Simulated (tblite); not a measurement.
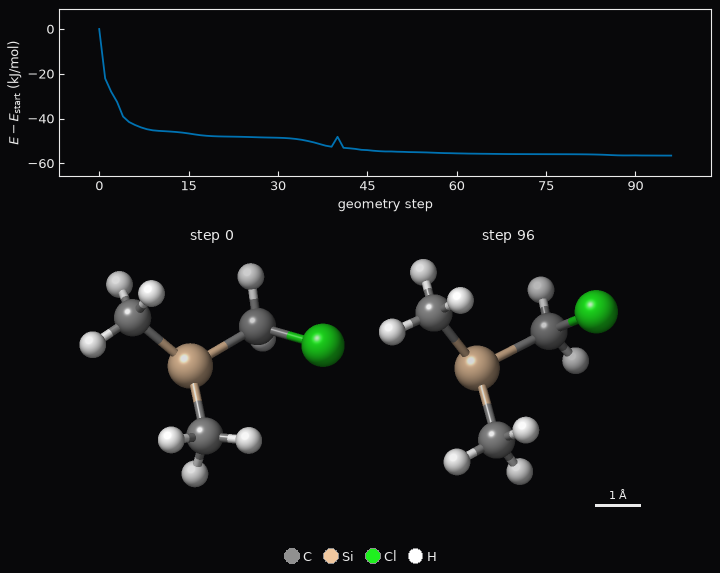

First and last geometry of a relaxation of C3H8ClSi (multiplicity 2), with the history of the run. The picture is a ball-and-stick view, seen at a tilt.

Theory: GFN2-xTB geometry optimisation, gas phase in tblite 0.8.0. 

Question: Read the history and describe the run.

Answer: It converged. The Cl atom moves most after the best rigid fit: 0.97 Å. By element the largest moves are Cl 0.97 Å, H 0.82 Å, Si 0.27 Å, C 0.24 Å. Among the contacts that change: C–Si 1.822 → 1.903 Å, C–Si 1.847 → 1.916 Å, C–Cl 1.755 → 1.809 Å, C–H 1.126 → 1.087 Å. Among the angles between lasting bonds that change: Si–C–H 116.3° → 110.0°, Si–C–H 107.0° → 113.0°, C–Si–C 115.1° → 109.4°. Groups turn about C–Si by about 45°, C–Si by about 45°. The energy falls by 56.5 kJ/mol in 96 geometry steps.
